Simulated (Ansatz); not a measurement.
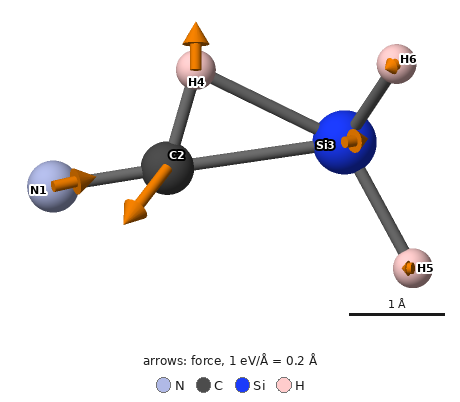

Starting geometry of CH3NSi with the computed forces as orange arrows. A ball-and-stick model, seen at a tilt.

The run prepares an end point of a later path (hydrogen shift) calculation, from a guessed geometry.

All numbers below come from RKS PBE0/def2-SVP (Ansatz). (no spin polarisation; force threshold 0.02 eV/Å; at most 50 steps)

Is this structure relaxed? If not, where do the atoms go?

Answer. It isn't relaxed: the largest force vector, on C2, is 4.34 eV/Å. The final displacements have little in common with the starting forces (cosine between the two patterns 0.24). H4 moves most after the best rigid fit: 1.67 Å. By element the largest moves are H 1.67 Å, N 0.56 Å, C 0.44 Å, Si 0.43 Å. Some distances before and after: C2–H4 1.090 → 2.710 Å, Si3–H4 1.781 → 1.487 Å, N1–C2 1.224 → 1.160 Å, C2–Si3 1.896 → 1.859 Å. Bonds break: C2–H4 (1.09 → 2.71 Å). Among the angles between lasting bonds that change: C2–Si3–H4 34.3° → 107.7°, H4–Si3–H5 142.2° → 111.2°, H4–Si3–H6 85.9° → 111.2°. Over 11 geometry steps the energy falls by 111.9 kcal/mol. Largest force component: 4.1 eV/Å at the start, 0.0085 eV/Å at the end. Cost: 16 s on 1 thread of Intel(R) Xeon(R) Platinum 8488C (Sapphire Rapids), on a shared host, peak memory 0.22 GiB.
